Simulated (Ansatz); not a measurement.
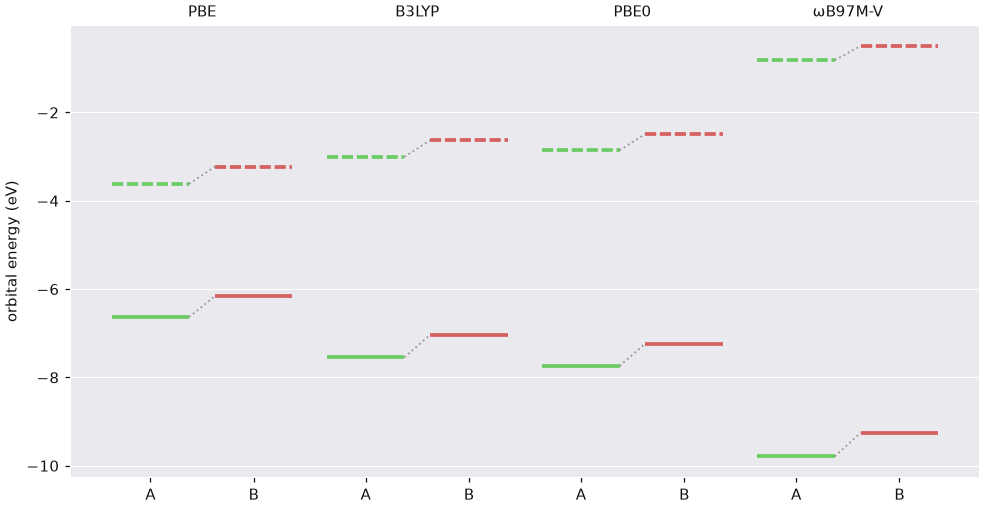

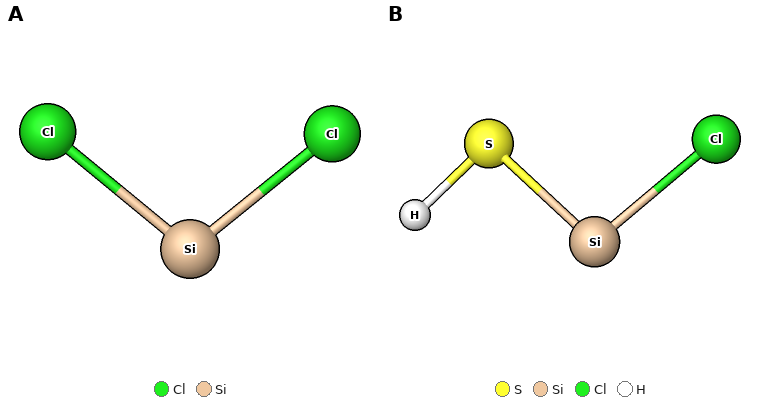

One change: A, SiCl₂ (SMILES Cl[Si]Cl), becomes B, SiHSCl (SMILES S[Si]Cl). Cl on Si is replaced by SH. HOMO (solid) and LUMO (dashed) computed in def2-TZVPP at PBE0-D4/def2-TZVP geometries, both minima by their frequencies, gas phase, the Ansatz code 0.2.0.

Q: What does the change do to HOMO and LUMO?

A: PBE: the HOMO rises by 0.47 eV, the LUMO rises by 0.39 eV, and the separation goes from 3.01 to 2.93 eV. B3LYP: the HOMO rises by 0.51 eV, the LUMO rises by 0.38 eV, and the separation goes from 4.54 to 4.41 eV. PBE0: the HOMO rises by 0.51 eV, the LUMO rises by 0.37 eV, and the separation goes from 4.88 to 4.75 eV. ωB97M-V: the HOMO rises by 0.54 eV, the LUMO rises by 0.32 eV, and the separation goes from 8.97 to 8.76 eV.

Q: Do the functionals agree on the effect?

A: They agree on the direction for both levels; the HOMO shift lies between 0.47 and 0.54 eV and the LUMO shift between 0.32 and 0.39 eV, while the separations themselves differ by up to 6.0 eV between functionals.
